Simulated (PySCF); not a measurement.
SMILES B(C)([CH2])C, doublet at its PBE0/def2-SVP optimised geometry (Å):

```
12

C     -0.8598    -1.2672    -0.0016
B     -0.0838     0.0712     0.0000
C     -0.8695     1.4389     0.0000
C      1.4933     0.0712     0.0000
H     -0.3646    -2.2459    -0.0346
H     -1.9552    -1.3246     0.0302
H     -0.3372     2.2459     0.5285
H     -1.9017     1.3766     0.3776
H     -0.9389     1.7695    -1.0553
H      1.9552    -0.8631    -0.3540
H      1.9246     0.9216    -0.5526
H      1.8162     0.2072     1.0511
```

Calculation: unrestricted PBE0/def2-TZVP run with PySCF 2.14.0. Cells within 0.4 Å of a nucleus heavier than hydrogen are left out (blank, or x).

Map of the deformation density (molecule minus spherical neutral atoms) (e/bohr³) on the plane z = 0.0 Å:

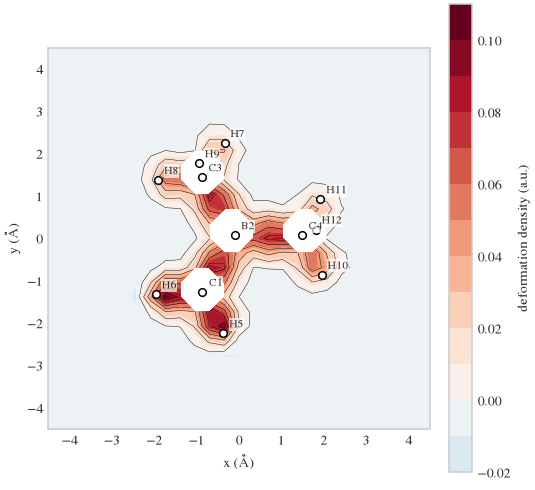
Deformation density (molecule minus spherical neutral atoms) (e/bohr³) on the plane z = 0.0 Å.
